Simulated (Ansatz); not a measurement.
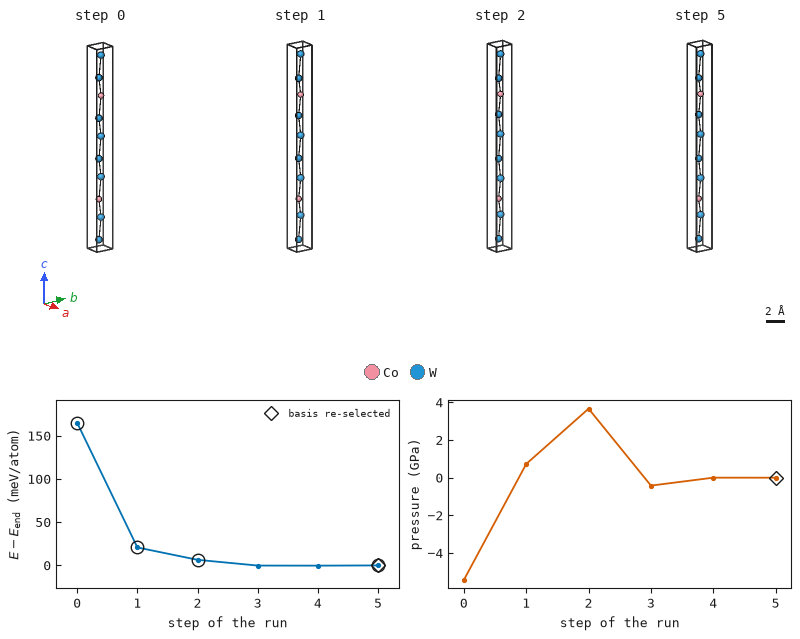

Frames of a relaxation of crystalline CoW4 (a generated structure, set up in P6_3/mmc) (coarse preliminary run), marked on the history of the run. The picture is a ball-and-stick view of the cell of the calculation, seen slightly off an axis.

These are results of DFT PBE, scalar-relativistic, plane waves, PAW in Ansatz 0.2.0, not measurements. (plane-wave cutoff 420 eV; k-point mesh 6 × 6 × 1; occupations gaussian; smearing width 0.1 eV; collinear spin; cell and atoms relaxed; force threshold 0.04 eV/Å; at most 70 steps)

Q: Describe the path.

A: After 4 accepted moves (5 points after the start) the energy has fallen by 165 meV per atom. Largest force component: 2.4 eV/Å at the start, 0.0011 eV/Å at the end. The pressure goes from −5.42 to 0.01 GPa. The SCF was repeated once at an unchanged geometry on a basis and grid sized afresh for the cell, which shifted the energy by 0.3 meV per atom at most. The largest moves relative to the cell, 0.24 Å, are those of W atoms. Co stays in place. Cell: a = b 2.835 → 2.767 Å (−2.4 %), c 22.928 → 23.180 Å (+1.1 %). Volume −3.7 %. Near-neighbour distances that change, for instance: Co–W 2.817 → 2.623 Å, W–W 2.817 → 2.958 Å, W–W 2.835 → 2.767 Å, Co–Co 2.835 → 2.767 Å. The space group stays P6_3/mmc (No. 194). The program noted that the starting moments weren't kept. From step 0 to 1: W atoms move most (0.20 Å), volume −3.8 %, energy −144 meV per atom. From step 1 to 2: W atoms move most (0.08 Å), volume −1.1 %, energy −14.3 meV per atom. From step 2 to 5: W atoms move most (0.04 Å), volume +1.2 %, energy −6.5 meV per atom.
